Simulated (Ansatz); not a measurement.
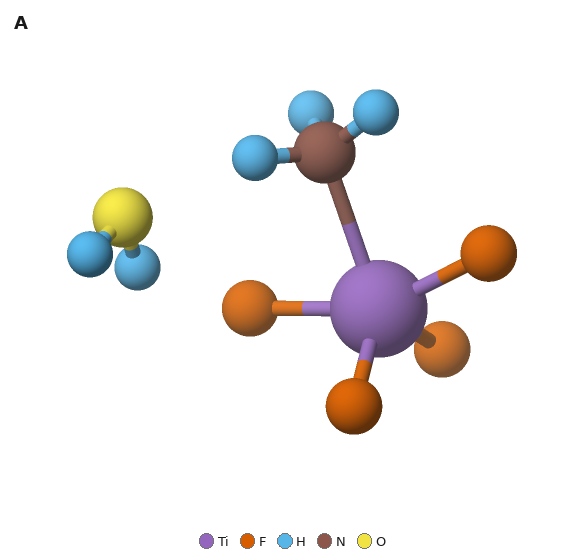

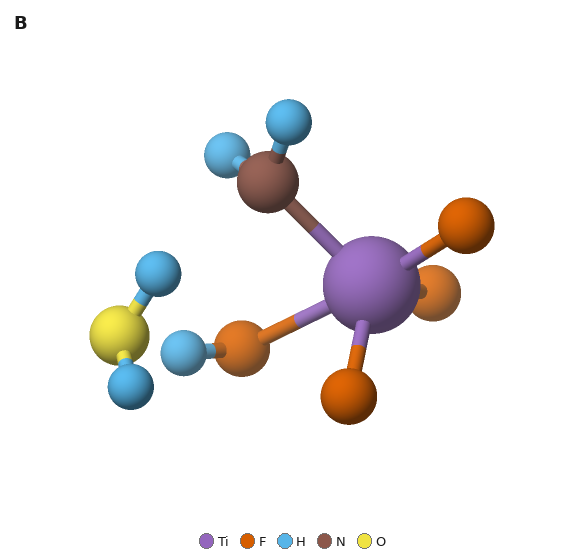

2 stationary structures of one formula. Charge 0, singlet. Geometries: PBE0-D4/def2-TZVP. Electronic energies: CCSD(T)/CBS (MP2 limit from def2-TZVPP and def2-QZVPP plus CCSD(T) − MP2) (Ansatz 0.2.0), without zero-point energy. Each is one conformer, not always the lowest.

Which structure is the most stable?

A is lowest (a saddle point of order 1); B lies 1.057 eV above it (a minimum).
